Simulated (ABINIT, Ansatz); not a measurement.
# A GW chain in ABINIT: InF3 (R-3c), part 2 of 3

How does a plane-wave GW calculation on InF3 (R-3c) run from the first input to the gap?

ABINIT 10.8.3; LDA and many-body steps on it, plane waves. Known limits of the many-body steps: not at the basis limit; no spin-orbit coupling; coarse k mesh.

So far. Step 2 (Ground state): The gap is indirect, with the least direct gap 0.03 eV higher.

## 3. Bands along the symmetry lines

Level of this step: DFT, LDA, plane waves, norm-conserving pseudopotentials (ABINIT).

The cheap functional maps the bands first; the places of the edges decide which points the dearer methods must see.

run.abi

```
acell 3*1.0 Angstrom
rprim 
  2.602141182914 1.502346912402 4.907506134507
  -2.602141182914 1.502346912402 4.907506134507
  0.000000000000 -3.004693824873 4.907506134486
ntypat 2
znucl 49 9
natom 8
typat 1 1 2 2 2 2 2 2
xred 
  0.500000000000 0.500000000000 0.500000000000
  -0.000000000000 0.000000000000 0.000000000000
  0.395709220000 0.750000000000 0.104290780000
  0.750000000000 0.104290780000 0.395709220000
  0.895709220000 0.604290780000 0.250000000000
  0.250000000000 0.895709220000 0.604290780000
  0.604290780000 0.250000000000 0.895709220000
  0.104290780000 0.395709220000 0.750000000000
pp_dirpath "pseudos"
pseudos "In.upf, F.upf"
ecut 36
iscf -2
irdden 1
kptopt 0
nkpt 31
kpt 
  0.00000000 0.00000000 0.00000000
  0.12500000 0.12500000 0.12500000
  0.25000000 0.25000000 0.25000000
  0.37500000 0.37500000 0.37500000
  0.50000000 0.50000000 0.50000000
  0.56771382 0.43228618 0.50000000
  0.63542764 0.36457236 0.50000000
  0.70314146 0.29685854 0.50000000
  0.77085528 0.22914472 0.50000000
  0.50000000 -0.22914472 0.22914472
  0.50000000 -0.17185854 0.17185854
  0.50000000 -0.11457236 0.11457236
  0.50000000 -0.05728618 0.05728618
  0.50000000 0.00000000 0.00000000
  0.37500000 0.00000000 0.00000000
  0.25000000 0.00000000 0.00000000
  0.12500000 0.00000000 0.00000000
  0.00000000 0.00000000 0.00000000
  0.09114309 -0.09114309 0.00000000
  0.18228618 -0.18228618 0.00000000
  0.27342927 -0.27342927 0.00000000
  0.36457236 -0.36457236 -0.00000000
  0.63542764 0.00000000 0.36457236
  0.60157073 0.00000000 0.39842927
  0.56771382 0.00000000 0.43228618
  0.53385691 0.00000000 0.46614309
  0.50000000 0.00000000 0.50000000
  0.37500000 0.00000000 0.37500000
  0.25000000 0.00000000 0.25000000
  0.12500000 0.00000000 0.12500000
  0.00000000 0.00000000 0.00000000
istwfk *1
nband 49
nbdbuf 2
tolwfr 1e-08
nstep 40
prtwf 0
prtvol 0
indata_prefix "in"
outdata_prefix "out"
tmpdata_prefix "tmp"
```

The run is started by

```console
> OMP_NUM_THREADS=1 mpirun -n 4 abinit run.abi > log
```

Numbers of over 12 decimals in the logs are rounded to 6 here.

Output:

```text
.Version 10.8.3 of ABINIT. v10.8.2 released Aug 2026.

 Symmetries : space group R-3 c (#167); Bravais hR (rhombohedral)
[... echo of the input left out ...]
== DATASET  1 ==================================================================
-   mpi_nproc: 4, omp_nthreads: 1 (-1 if OMP is not activated)

--- !DatasetInfo
iteration_state: {dtset: 1, }
dimensions: {natom: 8, nkpt: 31, mband: 49, nsppol: 1, nspinor: 1, nspden: 1, mpw: 8034, }
cutoff_energies: {ecut:  36.0, pawecutdg:  -1.0, }
electrons: {nelect:   8.40000000E+01, charge:   0.00000000E+00, occopt:   1.00000000E+00, tsmear:   1.00000000E-02, }

 Real(R)+Recip(G) space primitive vectors, cartesian coordinates (Bohr,Bohr^-1):
 R(1)=  4.9173342  2.8390242  9.2738426  G(1)=  0.1016811  0.0587056  0.0359434
 R(2)= -4.9173342  2.8390242  9.2738426  G(2)= -0.1016811  0.0587056  0.0359434
 R(3)=  0.0000000 -5.6780484  9.2738426  G(3)=  0.0000000 -0.1174112  0.0359434
 Unit cell volume ucvol=  7.7680102E+02 bohr^3
 Angles (23,13,12)=  5.37710328E+01  5.37710328E+01  5.37710328E+01 degrees

 getcut: wavevector=  0.0000  0.0000  0.0000  ngfft=  60  60  60
         ecut(hartree)=     36.000   => boxcut(ratio)=   2.04307

--- Pseudopotential description ------------------------------------------------
- In Generated using ONCVPSP code by D. R. Hamann
- 49.00000  21.00000  180309                  znucl, zion, pspdat
12 -1012 2 -1 1894                            pspcod,pspxc,lmax,lloc,mmax
     nproj     2     2     2
  pspatm : epsatm=   33.93291270
         --- l  ekb(1:nproj) -->
             0    8.377455   -0.565121
             1    2.447487   -1.211193
             2   -3.400789   -0.970230
 pspatm: atomic psp has been read  and splines computed

- F Generated using ONCVPSP code by D. R. Hamann
-  9.00000   7.00000  201202                  znucl, zion, pspdat
12 -1012 2 -1 824                             pspcod,pspxc,lmax,lloc,mmax
     nproj     2     2     1
  pspatm : epsatm=    4.94580260
         --- l  ekb(1:nproj) -->
[...]
2   -2.364936
 pspatm: atomic psp has been read  and splines computed

--------------------------------------------------------------------------------

================================================================================
 prteigrs : about to open file out_EIG
 Non-SCF case, kpt    1 (  0.00000  0.00000  0.00000), residuals and eigenvalues=
  2.91E-09  8.58E-09  1.52E-09  3.69E-09  4.60E-09  8.75E-09  4.80E-09  6.02E-09
  7.32E-09  4.33E-09  4.15E-09  5.60E-09  6.25E-09  7.44E-09  3.06E-09  8.25E-09
  2.26E-09  6.61E-09  3.95E-09  1.48E-09  1.25E-09  3.16E-09  2.85E-09  7.75E-09
[...]
4.27E-05
 -4.1150E+00 -4.1150E+00 -2.5942E+00 -2.5942E+00 -2.5942E+00 -2.5942E+00
 -2.5935E+00 -2.5935E+00 -7.7003E-01 -7.5295E-01 -7.5295E-01 -7.4826E-01
 -7.4452E-01 -7.4452E-01 -4.4002E-01 -4.4002E-01 -4.2236E-01 -4.2236E-01
[...]
-4.6028E-02 -4.6028E-02 -4.4139E-02 -4.4139E-02 -3.8821E-02 -3.8821E-02
  1.0973E-01  3.0850E-01  3.4547E-01  3.8581E-01  3.8581E-01  4.2215E-01
[...]
--- !ResultsGS
iteration_state: {dtset: 1, }
comment   : Summary of ground state results
lattice_vectors:
- [  4.9173342,   2.8390242,   9.2738426, ]
- [ -4.9173342,   2.8390242,   9.2738426, ]
- [  0.0000000,  -5.6780484,   9.2738426, ]
lattice_lengths: [  10.87402,   10.87402,   10.87402, ]
lattice_angles: [ 53.771,  53.771,  53.771, ] # degrees, (23, 13, 12)
lattice_volume:   7.7680102E+02
convergence: {deltae:  0.000E+00, res2:  0.000E+00, residm:  9.975E-09, diffor:  0.000E+00, }
etotal    :  -5.46373738E+02
entropy   :   0.00000000E+00
fermie    :  -3.76471001E-02
cartesian_stress_tensor: null
pressure_GPa: null
xred      :
- [  5.0000E-01,   5.0000E-01,   5.0000E-01, In]
- [  0.0000E+00,   0.0000E+00,   0.0000E+00, In]
- [  3.9571E-01,   7.5000E-01,   1.0429E-01,  F]
- [  7.5000E-01,   1.0429E-01,   3.9571E-01,  F]
- [  8.9571E-01,   6.0429E-01,   2.5000E-01,  F]
- [  2.5000E-01,   8.9571E-01,   6.0429E-01,  F]
- [  6.0429E-01,   2.5000E-01,   8.9571E-01,  F]
- [  1.0429E-01,   3.9571E-01,   7.5000E-01,  F]
cartesian_forces: null
force_length_stats: {min: null, max: null, mean: null, }

 Integrated electronic density in atomic spheres:
 ------------------------------------------------
 Atom  Sphere_radius  Integrated_density
[...]
================================================================================

 ----iterations are completed or convergence reached----

 Mean square residual over all n,k,spin=   50.063E-10; max=  99.751E-10
 reduced coordinates (array xred) for    8 atoms
[...]
0.604290780000      0.250000000000      0.895709220000
       0.104290780000      0.395709220000      0.750000000000

 cartesian coordinates (angstrom) at end:
    1      0.000000    -3.45e-11     7.361259
    2      0.000000     0.000000     0.000000
    3     -0.921915     1.407891     6.134383
[...]
7      0.921915    -1.407891     8.588136
    8     -0.758312    -1.502347     6.134383
 length scales=  1.889726125908  1.889726125908  1.889726125908 bohr
              =  1.000000000000  1.000000000000  1.000000000000 angstroms
 prteigrs : about to open file out_EIG
 Eigenvalues (hartree) for nkpt=  31  k points:
 kpt#   1, nband= 49, wtk=  1.00000, kpt=  0.0000  0.0000  0.0000 (reduced coord)
[...]
kpt#   2, nband= 49, wtk=  1.00000, kpt=  0.1250  0.1250  0.1250 (reduced coord)
[...]
kpt#   3, nband= 49, wtk=  1.00000, kpt=  0.2500  0.2500  0.2500 (reduced coord)
[...]
kpt#  30, nband= 49, wtk=  1.00000, kpt=  0.1250  0.0000  0.1250 (reduced coord)
[...]
0.45953
 kpt#  31, nband= 49, wtk=  1.00000, kpt=  0.0000  0.0000  0.0000 (reduced coord)
[...]
-0.07897   -0.05970   -0.05970   -0.04857   -0.04603   -0.04603   -0.04414   -0.04414
  -0.03882   -0.03882    0.10973    0.30850    0.34547    0.38581    0.38581    0.42215
   0.45572

== END DATASET(S) ==============================================================
================================================================================

 -outvars: echo values of variables after computation  --------
            nband          49
             nkpt          31
          spgroup         167
 [... the other variables as echoed above ...]

 Calculation completed.
```

Run time: 74 s. Hardware: 4 MPI ranks of Arm Neoverse V2, shared host; peak memory 0.56 GiB; 4.9 min of CPU time.

Numbers from this step:

```yaml
gap: 4.010 eV
k_of_the_valence_top: 0.5, 0, 0.5
k_of_the_conduction_bottom: 0, 0, 0
least_direct_gap: 4.042 eV
```

The gap is 4.010 eV, as in the run before at this level.

Electronic bands along the path, in eV, zero at the top of the highest filled band:

```tsv
point	band 39	band 40	band 41	band 42	band 43	band 44	band 45	band 46
Γ	-0.18	-0.18	-0.03	-0.03	4.01	9.42	10.43	11.52
T	-0.12	-0.12	-0.12	-0.12	6.43	6.43	11.71	11.71
H2	-0.18	-0.18	-0.09	-0.09	7.09	7.09	10.04	10.04
jump to H0	-0.18	-0.18	-0.09	-0.09	7.09	7.09	10.04	10.04
L	-0.26	-0.26	-0.13	-0.13	6.62	6.62	11.02	11.02
Γ	-0.18	-0.18	-0.03	-0.03	4.01	9.42	10.43	11.52
S0	-0.22	-0.18	-0.14	-0.03	6.85	7.23	9.89	10.63
jump to S2	-0.22	-0.18	-0.14	-0.03	6.85	7.23	9.89	10.63
F	-0.25	-0.20	-0.15	0.00	6.54	8.09	9.60	10.49
Γ	-0.18	-0.18	-0.03	-0.03	4.01	9.42	10.43	11.52
```

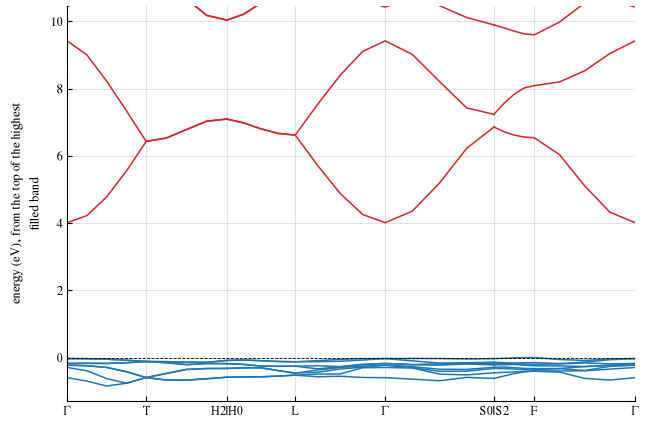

Electronic bands along the path; lines of filled and empty bands in two colours.

## 4. Empty states on the mesh, 2×2×2 mesh, 106 bands

The sums over transitions need many empty states on a uniform mesh; this step solves for them.

run.abi

```
acell 3*1.0 Angstrom
rprim 
  2.602141182914 1.502346912402 4.907506134507
  -2.602141182914 1.502346912402 4.907506134507
  0.000000000000 -3.004693824873 4.907506134486
ntypat 2
znucl 49 9
natom 8
typat 1 1 2 2 2 2 2 2
xred 
  0.500000000000 0.500000000000 0.500000000000
  -0.000000000000 0.000000000000 0.000000000000
  0.395709220000 0.750000000000 0.104290780000
  0.750000000000 0.104290780000 0.395709220000
  0.895709220000 0.604290780000 0.250000000000
  0.250000000000 0.895709220000 0.604290780000
  0.604290780000 0.250000000000 0.895709220000
  0.104290780000 0.395709220000 0.750000000000
pp_dirpath "pseudos"
pseudos "In.upf, F.upf"
ecut 36
ngkpt 2 2 2
nshiftk 1
shiftk 0 0 0
kptopt 1
chksymbreak 0
iscf -2
irdden 1
istwfk *1
nband 106
nbdbuf 8
tolwfr 1e-09
nstep 60
prtvol 0
indata_prefix "in"
outdata_prefix "out"
tmpdata_prefix "tmp"
```

Output:

```text
.Version 10.8.3 of ABINIT. v10.8.2 released Aug 2026.

 Symmetries : space group R-3 c (#167); Bravais hR (rhombohedral)
[... echo of the input left out ...]
== DATASET  1 ==================================================================
-   mpi_nproc: 4, omp_nthreads: 1 (-1 if OMP is not activated)

--- !DatasetInfo
iteration_state: {dtset: 1, }
dimensions: {natom: 8, nkpt: 4, mband: 106, nsppol: 1, nspinor: 1, nspden: 1, mpw: 8026, }
cutoff_energies: {ecut:  36.0, pawecutdg:  -1.0, }
electrons: {nelect:   8.40000000E+01, charge:   0.00000000E+00, occopt:   1.00000000E+00, tsmear:   1.00000000E-02, }

 Real(R)+Recip(G) space primitive vectors, cartesian coordinates (Bohr,Bohr^-1):
 R(1)=  4.9173342  2.8390242  9.2738426  G(1)=  0.1016811  0.0587056  0.0359434
 R(2)= -4.9173342  2.8390242  9.2738426  G(2)= -0.1016811  0.0587056  0.0359434
 R(3)=  0.0000000 -5.6780484  9.2738426  G(3)=  0.0000000 -0.1174112  0.0359434
 Unit cell volume ucvol=  7.7680102E+02 bohr^3
 Angles (23,13,12)=  5.37710328E+01  5.37710328E+01  5.37710328E+01 degrees

 getcut: wavevector=  0.0000  0.0000  0.0000  ngfft=  60  60  60
         ecut(hartree)=     36.000   => boxcut(ratio)=   2.04307

--- Pseudopotential description ------------------------------------------------
- In Generated using ONCVPSP code by D. R. Hamann
- 49.00000  21.00000  180309                  znucl, zion, pspdat
12 -1012 2 -1 1894                            pspcod,pspxc,lmax,lloc,mmax
     nproj     2     2     2
  pspatm : epsatm=   33.93291270
         --- l  ekb(1:nproj) -->
             0    8.377455   -0.565121
             1    2.447487   -1.211193
             2   -3.400789   -0.970230
 pspatm: atomic psp has been read  and splines computed

- F Generated using ONCVPSP code by D. R. Hamann
-  9.00000   7.00000  201202                  znucl, zion, pspdat
12 -1012 2 -1 824                             pspcod,pspxc,lmax,lloc,mmax
     nproj     2     2     1
  pspatm : epsatm=    4.94580260
         --- l  ekb(1:nproj) -->
[...]
2   -2.364936
 pspatm: atomic psp has been read  and splines computed

--------------------------------------------------------------------------------

================================================================================
 prteigrs : about to open file out_EIG
 Non-SCF case, kpt    1 (  0.00000  0.00000  0.00000), residuals and eigenvalues=
  6.44E-10  6.03E-10  3.77E-10  3.97E-10  2.73E-10  3.94E-10  2.91E-10  3.84E-10
  3.19E-10  3.23E-10  4.67E-10  3.66E-10  2.76E-10  7.05E-10  6.05E-11  8.80E-11
  2.07E-10  1.82E-10  8.77E-11  1.85E-10  5.46E-11  8.91E-11  2.79E-10  7.66E-10
[...]
1.88E-05  6.32E-04
 -4.1150E+00 -4.1150E+00 -2.5942E+00 -2.5942E+00 -2.5942E+00 -2.5942E+00
 -2.5935E+00 -2.5935E+00 -7.7003E-01 -7.5295E-01 -7.5295E-01 -7.4826E-01
 -7.4452E-01 -7.4452E-01 -4.4002E-01 -4.4002E-01 -4.2236E-01 -4.2236E-01
[...]
1.2265E+00  1.2355E+00  1.2355E+00  1.2511E+00  1.2511E+00  1.3035E+00
  1.3035E+00  1.3107E+00  1.3107E+00  1.3190E+00  1.3584E+00  1.3584E+00
  1.3726E+00  1.4382E+00  1.4382E+00  1.4780E+00
 prteigrs : prtvol=0 or 1, do not print more k-points.

--- !ResultsGS
iteration_state: {dtset: 1, }
comment   : Summary of ground state results
lattice_vectors:
- [  4.9173342,   2.8390242,   9.2738426, ]
- [ -4.9173342,   2.8390242,   9.2738426, ]
- [  0.0000000,  -5.6780484,   9.2738426, ]
lattice_lengths: [  10.87402,   10.87402,   10.87402, ]
lattice_angles: [ 53.771,  53.771,  53.771, ] # degrees, (23, 13, 12)
lattice_volume:   7.7680102E+02
convergence: {deltae:  0.000E+00, res2:  0.000E+00, residm:  9.969E-10, diffor:  0.000E+00, }
etotal    :  -5.46373738E+02
entropy   :   0.00000000E+00
fermie    :  -3.76471001E-02
cartesian_stress_tensor: null
pressure_GPa: null
xred      :
- [  5.0000E-01,   5.0000E-01,   5.0000E-01, In]
- [  0.0000E+00,   0.0000E+00,   0.0000E+00, In]
- [  3.9571E-01,   7.5000E-01,   1.0429E-01,  F]
- [  7.5000E-01,   1.0429E-01,   3.9571E-01,  F]
- [  8.9571E-01,   6.0429E-01,   2.5000E-01,  F]
- [  2.5000E-01,   8.9571E-01,   6.0429E-01,  F]
- [  6.0429E-01,   2.5000E-01,   8.9571E-01,  F]
- [  1.0429E-01,   3.9571E-01,   7.5000E-01,  F]
cartesian_forces: null
force_length_stats: {min: null, max: null, mean: null, }

 Integrated electronic density in atomic spheres:
 ------------------------------------------------
 Atom  Sphere_radius  Integrated_density
[...]
================================================================================

 ----iterations are completed or convergence reached----

 Mean square residual over all n,k,spin=   35.201E-11; max=  99.688E-11
 reduced coordinates (array xred) for    8 atoms
[...]
0.604290780000      0.250000000000      0.895709220000
       0.104290780000      0.395709220000      0.750000000000

 cartesian coordinates (angstrom) at end:
    1      0.000000    -3.45e-11     7.361259
    2      0.000000     0.000000     0.000000
[...]
7      0.921915    -1.407891     8.588136
    8     -0.758312    -1.502347     6.134383
 length scales=  1.889726125908  1.889726125908  1.889726125908 bohr
              =  1.000000000000  1.000000000000  1.000000000000 angstroms
 prteigrs : about to open file out_EIG
 Eigenvalues (hartree) for nkpt=   4  k points:
 kpt#   1, nband=106, wtk=  0.12500, kpt=  0.0000  0.0000  0.0000 (reduced coord)
[...]
1.20181    1.21159    1.22649    1.23555    1.23555    1.25108    1.25108    1.30348
   1.30348    1.31065    1.31065    1.31904    1.35837    1.35837    1.37263    1.43815
   1.43820    1.47802
 prteigrs : prtvol=0 or 1, do not print more k-points.

== END DATASET(S) ==============================================================
================================================================================

 -outvars: echo values of variables after computation  --------
            nband         106
             nkpt           4
          spgroup         167
 [... the other variables as echoed above ...]

 Calculation completed.
```

Elapsed: 29 s, on 4 MPI ranks; peak memory 0.46 GiB; 1.9 min of CPU time.

This step gave:

* gap: 4.010 eV
* k of the valence top: 0.5, 0.5, 0
* k of the conduction bottom: 0, 0, 0
* least direct gap: 4.042 eV
* k points computed: 4
* lowest point of the top converged band, above the valence top: 36.69 eV

On this mesh the gap is 4.010 eV.

## 5. Screening, 2×2×2 mesh, 98 bands, screening to 98 eV

The RPA dielectric matrix is built and inverted for each q.

This step: RPA screening on LDA, plane waves, norm-conserving pseudopotentials.

Changes to run.abi since step 4:

```diff
@@ -26,10 +26,11 @@
 chksymbreak 0
-iscf -2
-irdden 1
 istwfk *1
-nband 106
-nbdbuf 8
-tolwfr 1e-09
-nstep 60
-prtvol 0
+occopt 1
+irdwfk 1
+optdriver 3
+nband 98
+ecuteps 3.6
+inclvkb 2
+awtr 1
+symchi 1
 indata_prefix "in"
```

Output:

```text
.Version 10.8.3 of ABINIT. v10.8.2 released Aug 2026.

 Symmetries : space group R-3 c (#167); Bravais hR (rhombohedral)
[... echo of the input left out ...]
== DATASET  1 ==================================================================
-   mpi_nproc: 4, omp_nthreads: 1 (-1 if OMP is not activated)

--- !DatasetInfo
iteration_state: {dtset: 1, }
dimensions: {natom: 8, nkpt: 4, mband: 98, nsppol: 1, nspinor: 1, nspden: 1, mpw: 8026, }
cutoff_energies: {ecut:  36.0, pawecutdg:  -1.0, }
electrons: {nelect:   8.40000000E+01, charge:   0.00000000E+00, occopt:   1.00000000E+00, tsmear:   1.00000000E-02, }

 SCREENING: Calculation of the susceptibility and dielectric matrices

 Based on a program developped by R.W. Godby, V. Olevano, G. Onida, and L. Reining.
 Incorporated in ABINIT by V. Olevano, G.-M. Rignanese, and M. Torrent.
.Using double precision arithmetic ; gwpc =  8

[... cell and pseudopotentials left out ...]
--------------------------------------------------------------------------------

 ==== K-mesh for the wavefunctions ====
 Number of points in the irreducible wedge :     4
[... list of points left out ...]
 Together with 12 symmetry operations and time-reversal symmetry
 yields     8 points in the full Brillouin Zone.

 ==== Q-mesh for the screening function ====
 Number of points in the irreducible wedge :     4
[... list of points left out ...]
 Together with 12 symmetry operations and time-reversal symmetry
 yields     8 points in the full Brillouin Zone.

 setmesh: FFT mesh size selected  =    40x   40x   40
          total number of points  =        64000

 vcoul_init : cutoff-mode = AUXILIARY_FUNCTION
 q-points for optical limit:   1
     1)      0.000010    0.000020    0.000030

- screening: taking advantage of time-reversal symmetry
- Maximum band index for partially occupied states nbvw = 42
- Remaining bands to be divided among processors   nbcw = 56
- Number of bands treated by each node ~14

 Number of electrons calculated from density =   84.0000; Expected =   84.0000
 average of density, n =  0.108136
 r_s =    1.3021
 omega_plasma =   31.7205 [eV]

 calculating chi0 at frequencies [eV] :
  1    0.000000E+00    0.000000E+00
  2    0.000000E+00    3.172052E+01

--------------------------------------------------------------------------------
  q-point number  1        q = ( 0.000000, 0.000000, 0.000000) [r.l.u.]
--------------------------------------------------------------------------------
[... chi0 elements left out ...]
 For q-point:  0.000010 0.000020 0.000030
  dielectric constant =   2.4016
  dielectric constant without local fields =   2.4867

  Average fulfillment of the sum rule on Im[epsilon] for q-point    1 :     24.35  [%]
[... wings left out ...]
  q-point number  2        q = ( 0.500000, 0.000000, 0.000000) [r.l.u.]
--------------------------------------------------------------------------------
[... chi0 elements left out ...]
  Average fulfillment of the sum rule on Im[epsilon] for q-point    2 :     29.20  [%]

 [... 2 further q-points ...]
```

It took 27 s on 4 MPI ranks; peak memory 1.6 GiB; 1.8 min of CPU time.

Numbers from this step:

```
ε∞ with local fields, on this mesh, along the program's q direction : 2.402
the same without local fields                                       : 2.487
plasma frequency                                                    : 31.72 eV
plane waves in the screening matrix                                 : 265
```

Local fields lower ε∞ by 3 %. On a Γ-centred mesh this coarse the value itself is usually too large, while a short band sum pulls it down.

(Part 2 of 3 ends here.)

[Paths, hosts, dates, memory and timing lines, banners, echoed tables and standing remarks are left out of the program output.]

[Logs are printed without paths, hosts, clocks, repeated set-up lines and the standing remarks that a program may print on its own settings, such as how far it seeks lower states.]

[Runs of the session that timed out or met a known fault of the program may be left out.]

[Hosts, paths, dates, database ids (printed as entryN), source tags and the programs' standing remarks are cut or masked in the printed files.]

[G0W0 gaps are taken among the corrected bands and points alone; a level outside them can change the order at an edge.]

[Where Ansatz stands beside ABINIT at settings called matched, ABINIT's density can come from a denser mesh and the files from another edition; pairs whose starting gaps differed by over 0.03 eV were left out, so agreement reads better than it is.]
